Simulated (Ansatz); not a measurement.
## Profile along the W–W line in W (bcc, W type)

W (bcc, W type)

```yaml
crystal:
  lattice:
    - [-1.57715, 1.57715, 1.57715]
    - [1.57715, -1.57715, 1.57715]
    - [1.57715, 1.57715, -1.57715]
  atoms:
    - { symbol: W, position: [0.00000, 0.00000, 0.00000] }
```

Fields along a shortest W–W line of a {211} plane (2.73 Å), from W to W, interpolated on the slice's grid (step about 0.2 Å). These are PBEsol (plane waves to 420 eV, PAW, scalar-relativistic; Ansatz, an electronic-structure program) values and carry that method's errors. k mesh 21×21×21. These are valence fields of a PAW run, semicore shells included where kept as valence: close to a nucleus they are smooth pseudo fields. Spin-orbit coupling is left out, though W is heavy. W is run without spin polarisation. W was relaxed with its symmetry unable to fall.

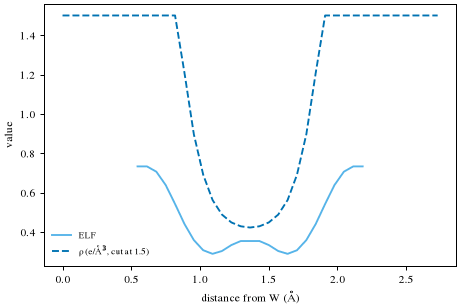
Figure. ELF (away from the nuclei) and valence density from W to W.

Density on the W–W line (2.73 Å) at its midpoint: 0.42 e/Å³. ELF at that point: 0.4.
